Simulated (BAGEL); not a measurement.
# singlet [C2H3BCl2]2+: levels of theory compared

Wanted: a comparison of 6 runs (HF/STO-3G, HF/3-21G, HF/6-31G*, B3LYP/cc-pVDZ, PBE0/cc-pVDZ, RI-MP2/cc-pVDZ) of singlet [C2H3BCl2]2+. 

Program for the calculation: BAGEL 1.2.2.

1 further run of the same task is left out (set aside as unsound or not needed). Runs told in other sessions of the task aren't counted.

### 1 The molecule

[C2H3BCl2]2+ has 8 atoms, charge +2, and is taken as a singlet. SMILES of the parent species: `[CH2][CH+]B(Cl)Cl`. Geometry: relaxed at GFN2-xTB. This is one conformer, not always the lowest. That shape belongs to the parent species and isn't relaxed for this state.

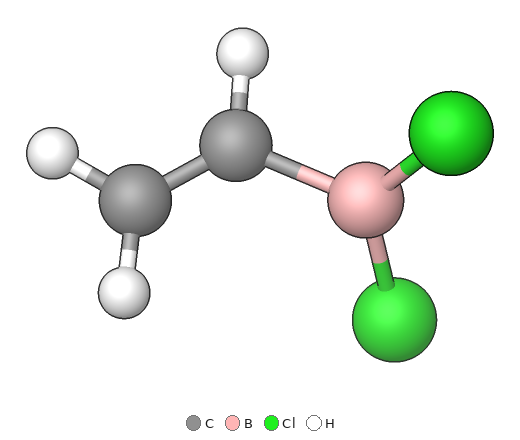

Viewed from a chosen angle; carbon grey, boron pink, chlorine green, hydrogen white.

### 2 The energy at HF/STO-3G (density fitting with qzvpp-jkfit) (run 1)

Input file input.json:

```json
{ "bagel": [

{
  "title": "molecule",
  "basis": "sto-3g",
  "df_basis": "qzvpp-jkfit",
  "angstrom": true,
  "geometry": [
    { "atom": "C", "xyz": [    0.032910,   -0.814150,    1.031200 ] },
    { "atom": "C", "xyz": [    0.068300,    0.333400,    0.405360 ] },
    { "atom": "B", "xyz": [   -0.059630,    0.556770,   -1.204350 ] },
    { "atom": "Cl", "xyz": [   -1.513670,   -0.055230,   -1.812130 ] },
    { "atom": "Cl", "xyz": [    1.174130,    1.349160,   -2.011460 ] },
    { "atom": "H", "xyz": [    0.262120,   -0.875990,    2.093370 ] },
    { "atom": "H", "xyz": [   -0.175380,   -1.774730,    0.580170 ] },
    { "atom": "H", "xyz": [    0.211220,    1.280770,    0.917840 ] }
  ]
},
{ "title": "hf", "charge": 2 },
{ "title": "print", "file": "orbitals.molden", "orbitals": true }

]}
```

The run is started by

```sh
$ BAGEL_NUM_THREADS=1 BAGEL input.json > input.out
```

Log:

```text
* using 1 threads per process

  ===============================================================
  ===============================================================

  *** Geometry ***

  { "atom" : "C", "xyz" : [      0.062191,     -1.538521,      1.948686 ] },
  { "atom" : "C", "xyz" : [      0.129068,      0.630035,      0.766019 ] },
  { "atom" : "B", "xyz" : [     -0.112684,      1.052143,     -2.275892 ] },
[... 4 lines of this table left out ...]
  { "atom" : "H", "xyz" : [      0.399148,      2.420305,      1.734466 ] },

  Number of auxiliary basis functions:      535

  Since a DF basis is specified, we compute 2- and 3-index integrals:
    o Being stored without compression. Storage requirement is 0.006 GB

  Number of basis functions:       36
  Number of electrons      :       54

    * METHOD: MOLECULE                             0.19

  *** RHF ***

  === Nuclear Repulsion ===
   233.9114796543

      * DIIS with orbital gradients will be used.

  === RHF iteration (sto-3g) ===
      0      -1008.82315498          0.02408901           0.04
      1      -1008.56886525          0.02949787           0.03
      2      -1009.11170511          0.00842364           0.03
[... 25 lines of this table left out ...]
     28      -1009.16174058          0.00000001           0.03
    * SCF iteration converged.

    * Permanent dipole moment:
           (    0.092865,     1.614387,    -4.265686) a.u.

    * METHOD: HF                                   0.92

    * METHOD: PRINT                                0.00

  ===============================================================
```

Wall time 1.3 s (1 thread of Arm Neoverse V2, shared host); peak memory 0.083 GiB.

### 3 The energy at HF/3-21G (density fitting with qzvpp-jkfit) (run 2)

Input file input.json:

```json
{ "bagel" : [

{
  "title" : "molecule",
  "basis" : "3-21g",
  "df_basis" : "qzvpp-jkfit",
  "angstrom" : "true",
  "geometry" : [
    { "atom" : "C", "xyz" : [       0.032910,      -0.814150,       1.031200 ] },
    { "atom" : "C", "xyz" : [       0.068300,       0.333400,       0.405360 ] },
    { "atom" : "B", "xyz" : [      -0.059630,       0.556770,      -1.204350 ] },
    { "atom" : "Cl", "xyz" : [      -1.513670,      -0.055230,      -1.812130 ] },
    { "atom" : "Cl", "xyz" : [       1.174130,       1.349160,      -2.011460 ] },
    { "atom" : "H", "xyz" : [       0.262120,      -0.875990,       2.093370 ] },
    { "atom" : "H", "xyz" : [      -0.175380,      -1.774730,       0.580170 ] },
    { "atom" : "H", "xyz" : [       0.211220,       1.280770,       0.917840 ] }
  ]
},

{ "title" : "hf", "charge" : 2 },

{ "title" : "print", "file" : "orbitals.molden", "orbitals" : "true" }

]}
```

The run is started by

```sh
$ BAGEL_NUM_THREADS=1 BAGEL input.json > input.out
```

Log:

```text
* using 1 threads per process

  ===============================================================
  ===============================================================

  *** Geometry ***

  { "atom" : "C", "xyz" : [      0.062191,     -1.538521,      1.948686 ] },
  { "atom" : "C", "xyz" : [      0.129068,      0.630035,      0.766019 ] },
  { "atom" : "B", "xyz" : [     -0.112684,      1.052143,     -2.275892 ] },
[... 4 lines of this table left out ...]
  { "atom" : "H", "xyz" : [      0.399148,      2.420305,      1.734466 ] },

  Number of auxiliary basis functions:      535

  Since a DF basis is specified, we compute 2- and 3-index integrals:
    o Being stored without compression. Storage requirement is 0.015 GB

  Number of basis functions:       59
  Number of electrons      :       54

    * METHOD: MOLECULE                             0.19

  *** RHF ***

  === Nuclear Repulsion ===
   233.9114796543

      * DIIS with orbital gradients will be used.

  === RHF iteration (3-21g) ===
      0      -1014.99564785          0.02029817           0.05
      1      -1015.12349824          0.01565336           0.05
      2      -1015.19962596          0.00287246           0.05
[... 24 lines of this table left out ...]
     27      -1015.22107754          0.00000001           0.05
    * SCF iteration converged.

    * Permanent dipole moment:
           (    0.089417,     1.788150,    -4.432388) a.u.

    * METHOD: HF                                   1.62

    * METHOD: PRINT                                0.01

  ===============================================================
```

It took 2 s on 1 thread of Arm Neoverse V2, shared host; peak memory 0.1 GiB.

Run 3 isn't shown in full; the table further down has it.

### 4 The energy at B3LYP/cc-pVDZ (density fitting with qzvpp-jkfit) (run 4)

Input file input.json:

```json
{ "bagel": [

{
  "title": "molecule",
  "basis": "cc-pvdz.json",
  "df_basis": "qzvpp-jkfit",
  "angstrom": true,
  "geometry": [
    { "atom": "C", "xyz": [    0.032910,   -0.814150,    1.031200 ] },
    { "atom": "C", "xyz": [    0.068300,    0.333400,    0.405360 ] },
    { "atom": "B", "xyz": [   -0.059630,    0.556770,   -1.204350 ] },
    { "atom": "Cl", "xyz": [   -1.513670,   -0.055230,   -1.812130 ] },
    { "atom": "Cl", "xyz": [    1.174130,    1.349160,   -2.011460 ] },
    { "atom": "H", "xyz": [    0.262120,   -0.875990,    2.093370 ] },
    { "atom": "H", "xyz": [   -0.175380,   -1.774730,    0.580170 ] },
    { "atom": "H", "xyz": [    0.211220,    1.280770,    0.917840 ] }
  ]
},
{ "title": "ks", "xc_func": "b3lyp", "charge": 2 },
{ "title": "print", "file": "orbitals.molden", "orbitals": true }

]}
```

The basis set cc-pVDZ is read from a file made from the Basis Set Exchange's data (not shown).

The run is started by

```sh
$ BAGEL_NUM_THREADS=1 BAGEL input.json > input.out
```

Log:

```text
* using 1 threads per process

  ===============================================================
  ===============================================================

  *** Geometry ***

  { "atom" : "C", "xyz" : [      0.062191,     -1.538521,      1.948686 ] },
  { "atom" : "C", "xyz" : [      0.129068,      0.630035,      0.766019 ] },
  { "atom" : "B", "xyz" : [     -0.112684,      1.052143,     -2.275892 ] },
[... 4 lines of this table left out ...]
  { "atom" : "H", "xyz" : [      0.399148,      2.420305,      1.734466 ] },

  Number of auxiliary basis functions:      535

  Since a DF basis is specified, we compute 2- and 3-index integrals:
    o Being stored without compression. Storage requirement is 0.037 GB

  Number of basis functions:       93
  Number of electrons      :       54

    * METHOD: MOLECULE                             0.29

  *** Kohn-Sham DFT ***

    * Removing 15794 points whose weight is below 1.00e-10
    * Grid points: 103454

  === Nuclear Repulsion ===
   233.9114796543

       - DIIS with orbital gradients will be used.

  === KS iteration (b3lyp / cc-pvdz.json) ===
      0       -987.32844844          0.09459456           0.44
      1       -937.92772328          0.17809183           0.38
      2       -936.08941634          0.10483187           0.37
[... 42 lines of this table left out ...]
     45      -1022.37150389          0.00000000           0.41
    * SCF iteration converged.

    * Permanent dipole moment:
           (    0.065511,     1.079215,    -2.570232) a.u.

    * METHOD: KS                                  18.59

    * METHOD: PRINT                                0.01

  ===============================================================
```

Run time: 19 s. Hardware: 1 thread of Arm Neoverse V2, shared host; peak memory 0.47 GiB.

Run 5 isn't shown in full; the table further down has it.

### 5 A single-point energy at RI-MP2/cc-pVDZ (density fitting with qzvpp-jkfit) (run 6)

Edit input.json of step 4 so:

```diff
@@ -6,3 +6,3 @@
   "df_basis": "qzvpp-jkfit",
-  "angstrom": true,
+  "angstrom": "true",
   "geometry": [
@@ -18,4 +18,4 @@
 },
-{ "title": "ks", "xc_func": "b3lyp", "charge": 2 },
-{ "title": "print", "file": "orbitals.molden", "orbitals": true }
+{ "title": "hf", "charge": 2 },
+{ "title": "mp2", "charge": 2, "ncore": 13 }
```

The basis set cc-pVDZ is read from a file made from the Basis Set Exchange's data (not shown).

The run is started by

```sh
$ BAGEL_NUM_THREADS=1 BAGEL input.json > input.out
```

Log:

```text
* using 1 threads per process

  ===============================================================
  ===============================================================

  *** Geometry ***

  { "atom" : "C", "xyz" : [      0.062191,     -1.538521,      1.948686 ] },
  { "atom" : "C", "xyz" : [      0.129068,      0.630035,      0.766019 ] },
  { "atom" : "B", "xyz" : [     -0.112684,      1.052143,     -2.275892 ] },
[... 4 lines of this table left out ...]
  { "atom" : "H", "xyz" : [      0.399148,      2.420305,      1.734466 ] },

[... 23 lines left out ...]
    * SCF iteration converged.
[... 1 line left out ...]
    * Permanent dipole moment:
[... 2 lines left out ...]
    * METHOD: HF                                   2.50

  *** RHF ***

  === Nuclear Repulsion ===
   233.9114796543

      * DIIS with orbital gradients will be used.

  === RHF iteration (cc-pvdz.json) ===
      0      -1020.26045378          0.00000001           0.08
    * SCF iteration converged.

    * Permanent dipole moment:
           (    0.088419,     1.739460,    -4.282320) a.u.

  === DF-MP2 calculation ===

    * freezing 13 orbitals
    * 3-index integral transformation done
    * assembly done

      MP2 correlation energy:   -0.5778151972      0.04

      MP2 total energy:       -1020.8382689822

    * METHOD: MP2                                  0.22

  ===============================================================
```

It took 3.3 s on 1 thread of Arm Neoverse V2, shared host; peak memory 0.15 GiB.

### 6 All runs side by side

| run | level | frozen core orbitals | energy (Eh) | HOMO energy (eV) | LUMO energy (eV) | HOMO–LUMO gap (eV) | wall time |
| --- | --- | --- | --- | --- | --- | --- | --- |
| 1 | HF/STO-3G (density fitting with qzvpp-jkfit) | – | -1009.161741 | -22.53 | -16.51 | 6.02 | 1.3 s |
| 2 | HF/3-21G (density fitting with qzvpp-jkfit) | – | -1015.221078 | -22.87 | -16.69 | 6.18 | 2 s |
| 3 | HF/6-31G* (density fitting with qzvpp-jkfit, spherical functions) | – | -1020.200844 | -22.53 | -16.23 | 6.30 | 2.8 s |
| 4 | B3LYP/cc-pVDZ (density fitting with qzvpp-jkfit) | – | -1022.371504 | -20.03 | -19.22 | 0.81 | 19 s |
| 5 | PBE0/cc-pVDZ (density fitting with qzvpp-jkfit) | – | -1021.901446 | -20.20 | -19.20 | 1.01 | 20 s |
| 6 | RI-MP2/cc-pVDZ (density fitting with qzvpp-jkfit) | 13 | -1020.838269 | – | – | – | 3.3 s |

### 7 What came out

| quantity | value |
| --- | --- |
| run 6: total energy | -1020.83827 Eh |
| run 6: correlation energy (13 core orbitals frozen) | -577.8 mEh |

In words: Over runs 1, 2, 3, 4, 5 the HOMO–LUMO gap runs from 0.81 eV (B3LYP/cc-pVDZ) to 6.30 eV (HF/6-31G*). The two ends differ in method and basis. Totals of different functionals can't be ranked against each other. In run 1 the basis is minimal, so the values are rough. All runs together took 48 s, the longest 20 s.
